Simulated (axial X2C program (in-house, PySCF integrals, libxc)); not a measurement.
**Relativistic diatomic calculation, with input and output: BrSi⁺**

System: BrSi⁺. The reference is closed-shell BrSi⁺; the roots are vertical excitation energies. The distance is the PBE0 minimum at charge 1.
Method: EOM-EE-CCSD, two-component X2C with atomic mean-field Coulomb and Gaunt terms, Br dyall-acv3z, Si dyall-av3z (cores contracted) (axial X2C program (in-house, PySCF integrals, libxc)).

### Summary

| quantity | value |
| --- | --- |
| outcome | converged |
| HF energy of the reference BrSi⁺ | −2892.86220 hartree |
| MP2 energy of the reference BrSi⁺ | −2893.10056 hartree |
| CCSD energy of the reference BrSi⁺ (with the MP2 share of the virtual spinors left out of the coupled-cluster step) | −2893.12695 hartree |
| CCSD(T) energy of the reference BrSi⁺ | −2893.13827 hartree |
| T1 diagnostic (spinor form; for a closed shell √2 times the usual value) | 0.029 |
| hardware | 1 thread of Arm Neoverse N1, 24 GiB of memory available, shared host |
| wall time | 31 s |
| peak memory | 0.65 GiB |

### The input
```
{"zs": [35, 14], "q": 1, "bas": ["dyall-acv3z", "dyall-av3z"], "r0": 2.3, "eom": "ee", "thr": -2.0, "nmax": 88}
```

The line is the task of a batch: nuclear charges, charge, bases, a first guess of the distance and further settings. This report covers the levels named above. The log is that of the reference distance 2.115 Å.

The run was one of a batch that the task file lists, launched with:
```bash
python <driver script> task.json out
```

### The program's output
```
two-component X2C + atomic mean field  HF
basis functions 180  fitting functions 975  grid points 5079
iter        total energy     max residual
   1      -2892.838983298     2.40e-01
   2      -2892.861083351     7.18e-03
   3      -2892.861956672     1.17e-02
   4      -2892.862176067     2.45e-03
   5      -2892.862195747     4.04e-04
   6      -2892.862198918     2.81e-04
   7      -2892.862199214     4.19e-05
   8      -2892.862199239     1.26e-05
   9      -2892.862199241     4.10e-06
  10      -2892.862199242     1.68e-06
converged
one-electron -4254.67004063  Coulomb 1351.55782320  exact exchange -111.31905333  xc functional 0.00000000  nuclear repulsion 122.59897558  atomic mean-field constant -1.02990406
correlated 10  virtual 248  natural virtual 88  E(MP2) -0.238358949  MP2 remainder -0.023360383
iter   CCSD correlation   residual
   1     -0.231276297   1.35e-01
   2     -0.239150280   5.63e-02
   3     -0.241337198   2.42e-02
   4     -0.241345456   6.99e-03
   5     -0.241384218   2.18e-03
   6     -0.241386236   9.39e-04
   7     -0.241386900   2.75e-04
   8     -0.241389653   8.85e-05
   9     -0.241389035   3.23e-05
  10     -0.241389171   1.56e-05
  11     -0.241388924   8.14e-06
  12     -0.241388935   4.32e-06
(T) -0.011320033247344237  T1 0.0291  D1 0.0432  max T2 0.067
EOM-EE-CCSD roots
2*Omega      energy/Eh   energy/eV  one-particle weight
    0       0.12897572      3.5096      0.959
    0       0.12920129      3.5157      0.959
    0       0.16608826      4.5195      0.925
    0       0.18834534      5.1251      0.903
    0       0.19033946      5.1794      0.909
    2       0.13020909      3.5432      0.959
    2       0.16506543      4.4917      0.924
    2       0.17923478      4.8772      0.921
    2       0.18702866      5.0893      0.915
    4       0.13154661      3.5796      0.959
    4       0.17625684      4.7962      0.915
    4       0.19240642      5.2356      0.901
    6       0.17419632      4.7401      0.921
```

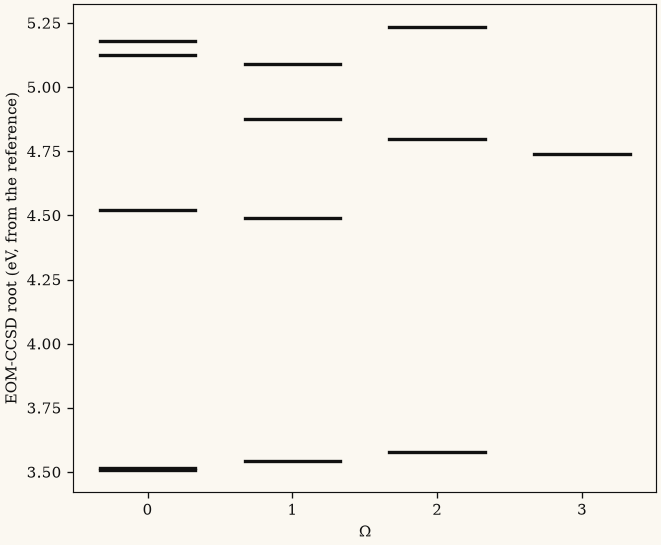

*EOM-CCSD roots by Ω at 2.12 Å.*

The lowest has Ω = 0 and lies at 3.510 eV, with one-particle weight 0.96.
